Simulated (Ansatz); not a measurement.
**SnTe (SMILES [Sn][Te]) at 6 levels**

Wanted: a comparison of 6 runs (CAM-B3LYP/STO-3G, HSE06/STO-3G, PBE/STO-3G, r2SCAN0/STO-3G, CCSD(T)/STO-3G, FCI/STO-3G) of SnTe. 

Program for the calculation: Ansatz 0.2.0.

45 further runs of the same task are left out: 16 that didn't finish, 29 set aside as unsound or not needed.

## Step 1: Starting point

The species is SnTe (2 atoms), meant as a singlet with charge 0. SMILES: `[Sn][Te]`. The Te2–Sn1 distance was set to 3.147 Å, away from the relaxed value.

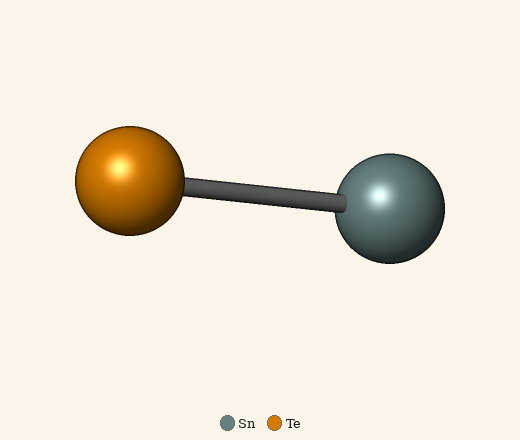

Viewed from a chosen angle; tin teal, tellurium orange.

## Step 2: The energy at CAM-B3LYP/STO-3G (run 1)

File in.yaml:

```yaml
basis:
  gaussian:
    orbitals: STO-3G
crystal:
  periodic: [false, false, false]
  atoms:
    - symbol: Sn
      position_ang: [0.000000, 0.000000, -0.620070]
    - symbol: Te
      position_ang: [-0.000000, -0.000000, 2.527330]
hamiltonian:
  xc: {name: CAM-B3LYP}
accuracy: high
```

Command:

```bash
$ ansatz run in.yaml --threads 1 --pin off --max-ram 3480MiB --events-out events.jsonl --progress --plain --runs-dir runs
```

Standard output:

```text
Warning: RAYON_NUM_THREADS=1 ignored (pool sized by the plan → 1); use --threads N
Functional definition: CAM-B3LYP
  name "CAM-B3LYP"
  parameter alpha = 0.19
  parameter beta = 0.46
  parameter omega = 0.33/bohr
  parameter ac = 0.81
  exchange = (1 - alpha - beta)*b88_x + beta*b88_x_sr(omega) + alpha*exact_x + beta*exact_x_lr(omega)
  correlation = (1 - ac)*vwn5_c + ac*lyp_c
807 factors; integrals over basis functions are off by at most 1.6e-8 eV
160 factors; integrals over basis functions are off by at most 1.3e-9 eV
mean field evaluation 1: about -340539.3850 eV, gradient 2.2e1 eV
mean field evaluation 2: about -340468.2861 eV, gradient 6.8e1 eV
mean field evaluation 4: about -340545.0624 eV, gradient 1.5e1 eV
mean field evaluation 8: about -340545.9994 eV, gradient 1.2e1 eV
mean field evaluation 16: about -340546.9759 eV, gradient 1.8e-8 eV
mean field -340546.97589701 eV, -12514.8705331844 hartree, gradient 1.8e-8 eV, S^2 0.000000; 0 other end points of the search recorded, 0 dependent functions left out
reference -340546.97591147 eV, -12514.8705337157 hartree; 51, 51 occupied and 3, 3 virtual orbitals, 807 factors
Total energy: -340546.97591147 eV, -12514.8705337157 hartree
```

Run time: 2.7 s. Hardware: 1 thread of AMD EPYC 9R14 (Zen 4), shared host; peak memory 0.2 GiB.

## Step 3: The energy at HSE06/STO-3G (run 2)

File job.yaml:

```yaml
crystal:
  periodic: [false, false, false]
  atoms:
    - {symbol: Sn, position_ang: [0.000000, 0.000000, -0.620070]}
    - {symbol: Te, position_ang: [-0.000000, -0.000000, 2.527330]}
basis:
  gaussian:
    orbitals: STO-3G
magnetization:
  spin_polarized: false
hamiltonian:
  xc: hse06
accuracy: high
```

Command:

```bash
$ ansatz run job.yaml --threads 1 --pin off --max-ram 3480MiB --events-out events.jsonl --progress --plain --runs-dir runs
```

Standard output:

```text
Warning: RAYON_NUM_THREADS=1 ignored (pool sized by the plan → 1); use --threads N
Functional definition: HSE06
  name "HSE06"
  parameter a = 0.25
  parameter omega = 0.11/bohr
  exchange = pbe_x - a*pbe_x_sr(omega) + a*exact_x_sr(omega)
  correlation = pbe_c
807 factors; integrals over basis functions are off by at most 1.6e-8 eV
47 factors; integrals over basis functions are off by at most 1.9e-9 eV
mean field evaluation 1: about -340515.5775 eV, gradient 2.2e1 eV
mean field evaluation 2: about -340432.6358 eV, gradient 5.6e1 eV
mean field evaluation 4: about -340516.4333 eV, gradient 2.2e1 eV
mean field evaluation 8: about -340517.1353 eV, gradient 2.2e1 eV
mean field evaluation 16: about -340523.1044 eV, gradient 6.1e-9 eV
mean field -340523.10436957 eV, -12513.9932707314 hartree, gradient 6.8e-9 eV, S^2 0.000000; 0 other end points of the search recorded, 0 dependent functions left out
reference -340523.10437151 eV, -12513.9932708030 hartree; 51, 51 occupied and 3, 3 virtual orbitals, 807 factors
Total energy: -340523.10437151 eV, -12513.9932708030 hartree
```

Wall time 2.7 s (1 thread of AMD EPYC 9R14 (Zen 4), shared host); peak memory 0.19 GiB.

Runs 3 to 5 aren't shown in full; the table further down has their settings and results.

## Step 4: A single-point energy at FCI/STO-3G (run 6)

File in.yaml:

```yaml
crystal:
  periodic: [false, false, false]
  atoms:
    - symbol: Sn
      position_ang: [0.000000, 0.000000, -0.620070]
    - symbol: Te
      position_ang: [-0.000000, -0.000000, 2.527330]
basis:
  gaussian: {orbitals: STO-3G}
correlation: {method: fci, frozen_orbitals: {Sn: 18, Te: 18}}
accuracy: high
```

Command:

```bash
$ ansatz run in.yaml --threads 1 --pin off --max-ram 3480MiB --events-out events.jsonl --progress --plain --runs-dir runs
```

Standard output, cut to the lines that bear on the results:

```text
Warning: RAYON_NUM_THREADS=1 ignored (pool sized by the plan → 1); use --threads N
Functional definition: HF
  name "HF"
[...]
807 factors; integrals over basis functions are off by at most 1.6e-8 eV
[...]
mean field -340423.91503218 eV, -12510.3481298153 hartree, gradient 5.7e-8 eV, S^2 0.000000; 6 other end points of the search recorded, 0 dependent functions left out; unrestricted orbitals would lower it
[...]
unrestricted determinant -340425.32084013 eV, -12510.3997923048 hartree, S^2 1.0213
36 core orbitals not correlated: weight in the atoms' cores, before any rotation towards them, 1.000 or more for the frozen orbitals, at most 0.000 for the correlated occupied ones
reference -340423.91503218 eV, -12510.3481298153 hartree; 15, 15 occupied and 3, 3 virtual orbitals, 807 factors
state -340426.90424934 eV, -12510.4579815200 hartree
Total energy: -340426.90424934 eV, -12510.4579815200 hartree
```

Run time: 5.7 s. Hardware: 1 thread of AMD EPYC 9R14 (Zen 4), shared host; peak memory 0.2 GiB.

## Step 5: Overview of the runs

```
run             level  frozen core orbitals    energy (Eh)  wall time
  1  CAM-B3LYP/STO-3G                     –  -12514.870534      2.7 s
  2      HSE06/STO-3G                     –  -12513.993271      2.7 s
  3        PBE/STO-3G                     –  -12513.280954      2.7 s
  4    r2SCAN0/STO-3G                     –  -12515.093921      5.7 s
  5    CCSD(T)/STO-3G                    36  -12510.459226      3.6 s
  6        FCI/STO-3G                    36  -12510.457982      5.7 s
```

## Step 6: What came out

| quantity | value |
| --- | --- |
| run 6: total energy | -12510.45798 Eh |
| run 6: correlation energy (36 core orbitals frozen) | -109.9 mEh |

What this shows: Against full CI in this basis: CCSD(T) -1.2 mEh. Totals of different functionals can't be ranked against each other. In run 5 the T1 diagnostic is large, so a single reference may not serve. In run 5 the log says that unrestricted orbitals would lower the reference, so the values rest on an unstable closed-shell determinant (other closed-shell runs at this shape may share the fault). In runs 1, 2, 3, 4, 5, 6 the basis is minimal, so the values are rough. In runs 1, 2, 3, 4, 5, 6 relativity is left out where basis or elements ask for it. All runs together took 23 s, the longest 5.7 s.
